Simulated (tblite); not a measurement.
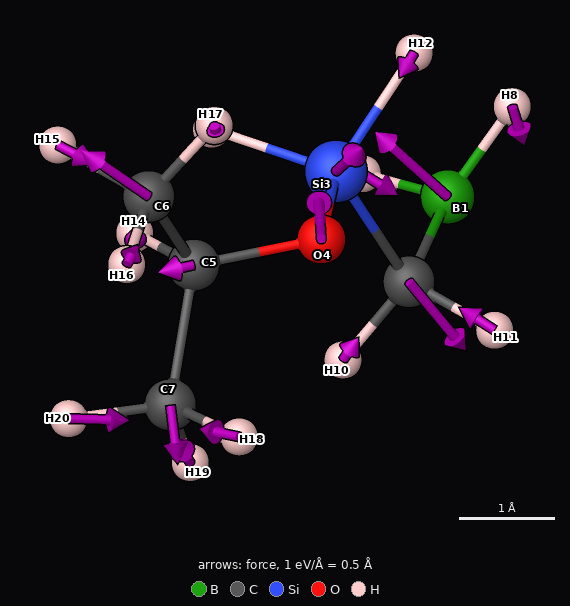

Starting geometry of C4H13BOSi with the computed forces as purple arrows. The picture is a ball-and-stick view, seen from a free direction.

The calculation used GFN2-xTB geometry optimisation, gas phase in tblite 0.8.0. 

### Is this structure relaxed? If not, where do the atoms go?

It isn't relaxed: the largest force vector, on the O atom, is 2.53 eV/Å. The final displacements have little in common with the starting forces (cosine between the two patterns 0.20). Over 141 geometry steps the energy falls by 1.229 eV. The atom that moves furthest after the best rigid fit is an H atom (1.76 Å). Largest moves by element: H 1.76 Å, O 1.12 Å, C 0.46 Å, B 0.45 Å, Si 0.44 Å. Near-neighbour distances that change, for instance: O–Si 1.713 → 1.615 Å, B–C 1.585 → 1.538 Å, C–H 1.125 → 1.086 Å, C–Si 1.868 → 1.906 Å. Bond angles that change, for instance: Si–O–C 110.0° → 130.2°, C–Si–O 112.3° → 101.9°, C–B–H 114.7° → 120.6°. Groups turn about O–Si by about 65°, C–C by about 55°, C–O by about 50°. Cost: 1.8 s on 1 thread of Arm Neoverse N1, with other jobs on the host.
